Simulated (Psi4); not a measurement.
# UHF/DZVP (density fitting, stability analysis follow) run of CH2FO (SMILES [O]CF)

What is the vertical doublet–quartet gap of CH2FO at UHF/DZVP (density fitting, stability analysis follow)? 

The results are computed with Psi4 1.11.

9 further runs of the same task are left out: 4 that didn't finish, 5 set aside as unsound or not needed.

### Step 1. The molecule

CH2FO: 5 atoms, total charge 0, spin state doublet. As SMILES, `[O]CF`. Geometry: relaxed at PBE0-D4/def2-TZVP.

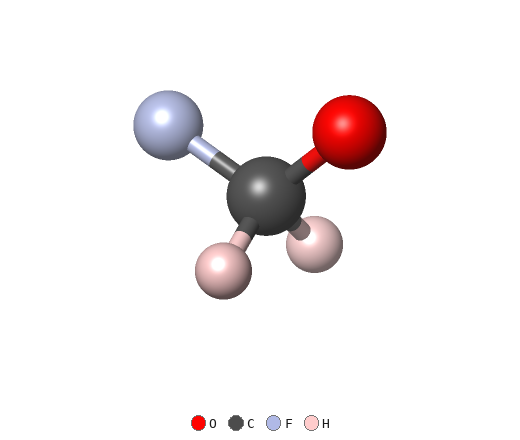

The structure, seen from a chosen angle (oxygen red, carbon dark grey, fluorine light blue, hydrogen pink).

### Step 2. A stability test at UHF/DZVP (density fitting, stability analysis follow)

The input, ch2fo.dat:

```
memory 1.6 GB

molecule molecule1 {
  0 2
  O     -2.12159552     0.38304749     1.15273294
  C     -0.01814137    -0.02324363    -0.06236096
  F      2.08909223    -0.33013515     1.43090062
  H     -0.21335008    -1.74761872    -1.23814856
  H      0.35810310     1.57886618    -1.36116973
  units bohr
  no_reorient
  no_com
}

set globals {
  reference          uhf
  scf_type           df
  stability_analysis follow
}

e_tot, wfn = energy('scf/DZVP', return_wfn=True)
```

Run with:

```sh
psi4 -i ch2fo.dat -o ch2fo.out -n 1
```

ch2fo.out:

```text
[...]
  Running in c1 symmetry.
[...]
  Nuclear repulsion =   72.124732348310758
[...]
  Multiplicity = 2
[...]
  Nalpha       = 13
  Nbeta        = 12
[...]
    Number of basis functions: 46
[...]
   @DF-UHF iter   1:  -213.12768670483715   -6.30825e-01   1.00169e-02 DIIS/ADIIS
[...]
   @DF-UHF iter  12:  -213.29816423030590   -3.31644e-09   5.24824e-07 DIIS
[...]
   @S^2 Observed:                7.606302791E-01
[...]
    Orbital Energies [Eh]
    ---------------------
    Alpha Occupied:
       1A    -26.269103     2A    -20.647227     3A    -11.382952
       4A     -1.620073     5A     -1.470007     6A     -0.940495
       7A     -0.789525     8A     -0.752564     9A     -0.729577
      10A     -0.666749    11A     -0.613200    12A     -0.562032
      13A     -0.522969
    Alpha Virtual:
      14A      0.243797    15A      0.263510    16A      0.283519
      17A      0.340975    18A      0.375351    19A      0.541012
      20A      0.639431    21A      0.690882    22A      0.796896
      23A      0.811939    24A      0.849257    25A      1.000446
[...]
  @DF-UHF Final Energy:  -213.29816423030590
   => Energetics <=
    Nuclear Repulsion Energy =             72.1247323483107579
    One-Electron Energy =                -437.8763769916356523
    Two-Electron Energy =                 152.4534804130189798
    Total Energy =                       -213.2981642303059004
  UHF NO Occupations:
  HONO-2 :   11  A 1.9983191
  HONO-1 :   12  A 1.9976860
[...]
 Multipole Moments:
 ------------------------------------------------------------------------------------
     Multipole            Electronic (a.u.)      Nuclear  (a.u.)        Total (a.u.)
 ------------------------------------------------------------------------------------
 L = 1.  Multiply by 2.5417464519 to convert [e a0] to [Debye]
 Dipole X            :         -1.9948689            1.8649707           -0.1298982
 Dipole Y            :          0.2062948           -0.2150507           -0.0087559
 Dipole Z            :        -19.9670757           19.1264850           -0.8405906
 Magnitude           :                                                    0.8506132
[...]
```

Wall time 1.6 s (1 thread of AMD EPYC 9R45 (Zen 5), shared host); peak memory 0.19 GiB.

### Step 3. The quartet, same level

The input, calc.inp:

```
memory 1600 MB

molecule system {
  0 4
  O     -1.122700     0.202700     0.610000
  C     -0.009600    -0.012300    -0.033000
  F      1.105500    -0.174700     0.757200
  H     -0.112900    -0.924800    -0.655200
  H      0.189500     0.835500    -0.720300
  no_reorient
  no_com
}

set {
  reference          uhf
  scf_type           df
  stability_analysis follow
}

result, w = energy('scf/DZVP', return_wfn=True)
```

Run with:

```sh
psi4 calc.inp calc.out -n 1
```

calc.out:

```text
[...]
  Running in c1 symmetry.
[...]
  Nuclear repulsion =   72.124732316924849
[...]
  Multiplicity = 4
[...]
  Nalpha       = 14
  Nbeta        = 11
[...]
    Number of basis functions: 46
[...]
   @DF-UHF iter   1:  -212.80386619454498   -3.07005e-01   7.36785e-03 DIIS/ADIIS
[...]
   @DF-UHF iter  24:  -212.90943648914967   -1.15407e-08   4.49709e-07 DIIS
[...]
   @S^2 Observed:                3.776420451E+00
[...]
    Orbital Energies [Eh]
    ---------------------
    Alpha Occupied:
       1A    -26.269925     2A    -20.883751     3A    -11.374939
       4A     -1.690055     5A     -1.612737     6A     -1.022671
       7A     -0.923297     8A     -0.913289     9A     -0.826280
      10A     -0.716865    11A     -0.708819    12A     -0.634426
      13A     -0.555361    14A     -0.049058
    Alpha Virtual:
      15A      0.228899    16A      0.256786    17A      0.313634
      18A      0.356222    19A      0.469848    20A      0.585620
      21A      0.601962    22A      0.681423    23A      0.707683
      24A      0.789686    25A      0.989869    26A      0.992185
[...]
  @DF-UHF Final Energy:  -212.90943648914967
   => Energetics <=
    Nuclear Repulsion Energy =             72.1247323169248489
    One-Electron Energy =                -436.2337297964603522
    Two-Electron Energy =                 151.1995609903858337
    Total Energy =                       -212.9094364891496696
  UHF NO Occupations:
  HONO-2 :   12  A 1.0000000
  HONO-1 :   13  A 1.0000000
[...]
 Multipole Moments:
 ------------------------------------------------------------------------------------
     Multipole            Electronic (a.u.)      Nuclear  (a.u.)        Total (a.u.)
 ------------------------------------------------------------------------------------
 L = 1.  Multiply by 2.5417464519 to convert [e a0] to [Debye]
 Dipole X            :         -3.1132670            1.8649707           -1.2482963
 Dipole Y            :          0.4069565           -0.2150508            0.1919056
 Dipole Z            :        -19.7326496           19.1264850           -0.6061645
 Magnitude           :                                                    1.4008950
[...]
```

Wall time 1.7 s (1 thread of AMD EPYC 9R45 (Zen 5), shared host); peak memory 0.19 GiB.

### Step 4. What came out

Level: UHF/DZVP (density fitting, stability analysis follow).

| quantity | value |
| --- | --- |
| doublet: total energy | -213.29816 Eh |
| doublet: dipole moment | 2.16 D |
| doublet: HOMO energy (highest over α and β) | -14.12 eV |
| doublet: LUMO energy (lowest over α and β) | 1.74 eV |
| doublet: ⟨S²⟩ | 0.761 |
| quartet: total energy | -212.90944 Eh |
| quartet: dipole moment | 3.56 D |
| quartet: HOMO energy (highest over α and β) | -1.33 eV |
| quartet: ⟨S²⟩ | 3.776 |
| vertical energy of the quartet above the doublet | 10.578 eV |

**Reading.** At this shape the quartet lies 10.58 eV (244 kcal/mol) above the doublet.
